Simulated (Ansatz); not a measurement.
```cif
data_structure
_symmetry_space_group_name_H-M 'P 1'
_symmetry_Int_Tables_number 1
_cell_length_a 3.5783
_cell_length_b 3.5783
_cell_length_c 15.7772
_cell_angle_alpha 90.000
_cell_angle_beta 90.000
_cell_angle_gamma 90.000
_cell_volume 202.02
loop_
_atom_site_label
_atom_site_type_symbol
_atom_site_fract_x
_atom_site_fract_y
_atom_site_fract_z
_atom_site_occupancy
Al1 Al 0.00000 0.00000 0.00000 1
Al2 Al 0.50000 0.50000 0.50000 1
B1 B 0.50000 0.50000 0.17568 1
B2 B 0.00000 0.00000 0.67568 1
B3 B 0.00000 0.00000 0.32432 1
B4 B 0.50000 0.50000 0.82432 1
As1 As 0.00000 0.50000 0.25000 1
As2 As 0.50000 0.00000 0.75000 1
As3 As 0.50000 0.00000 0.39810 1
As4 As 0.00000 0.50000 0.89810 1
As5 As 0.50000 0.00000 0.10190 1
As6 As 0.00000 0.50000 0.60190 1
```

Space group I-4m2; a structure generated by program, which may or may not match a known phase.

Level of theory: DFT PBE, scalar-relativistic, plane waves, PAW (Ansatz 0.2.0).

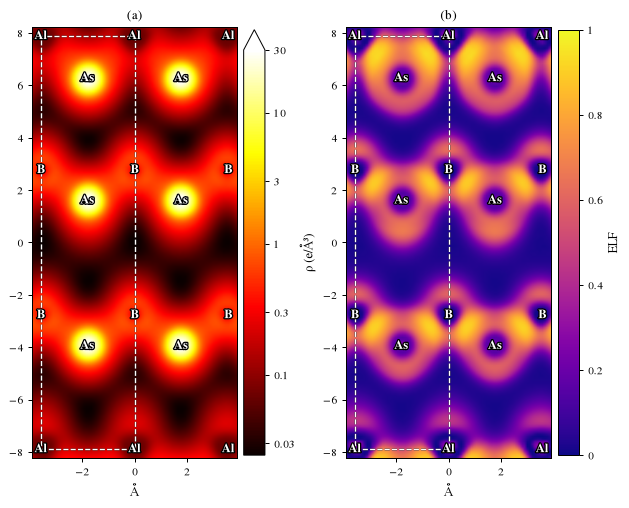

AlB2As3. (a) valence charge density (pseudo); (b) electron localisation function on the (100) plane of the conventional cell.

Core electrons are frozen (PAW), and the valence fields are smoothed inside the atomic spheres.

Interpret the plot.

Atoms in the plane: Al, B and As.
B–As (2.13 Å): the density is about 0.69 e/Å³ at the midpoint; the ELF peaks at about 0.90 between the atoms, as expected for localised, covalent bonding.
Al–As (2.41 Å): the density is about 0.53 e/Å³ at the midpoint; the ELF peaks at about 0.95 between the atoms; a shared electron pair.
Between the atoms the lowest density in this plane is 0.02 e/Å³.
